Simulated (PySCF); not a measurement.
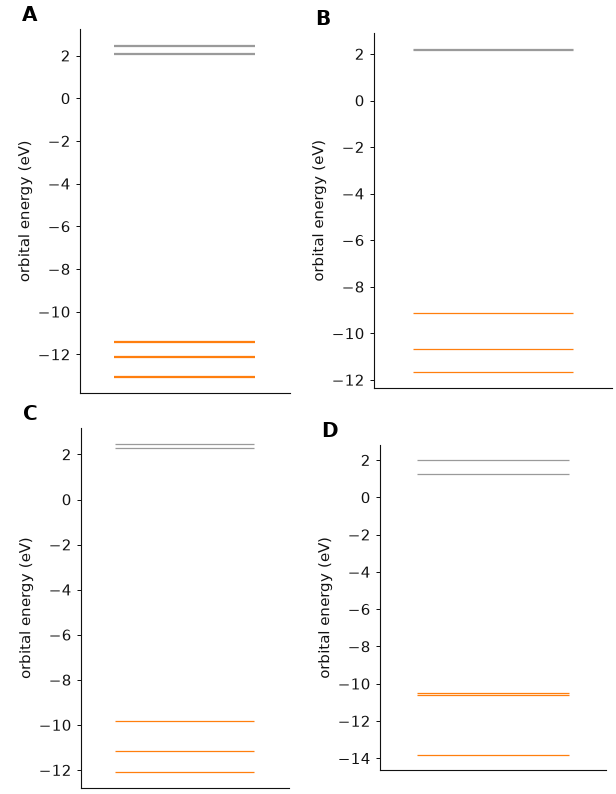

Hartree-Fock orbital energies near the frontier, HF/def2-SVPD in PySCF, at a PBE0-D3(BJ)/def2-SVP geometry (no frequency check), isolated molecule; empty levels in grey, levels within 0.03 eV side by side.

> Which panel belongs to which molecule?
1. BGeNH₆, SMILES B[NH][GeH3], singlet
2. C₃H₈SeSi, SMILES [SiH3][Se]C1CC1
3. C₂H₈GeOS, SMILES C[O][GeH2][S]C, singlet
4. C₄HBF₂, SMILES C#CC#CB(F)F

A: 1 (HOMO −11.41 eV, LUMO 2.09 eV)
B: 2 (HOMO −9.11 eV, LUMO 2.16 eV)
C: 3 (HOMO −9.83 eV, LUMO 2.27 eV)
D: 4 (HOMO −10.50 eV, LUMO 1.24 eV)

Limits of at least one run: empty levels above zero depend strongly on the basis; one conformer of a flexible molecule; spin-orbit coupling is left out, and with Se it can shift these levels and split any degenerate set.
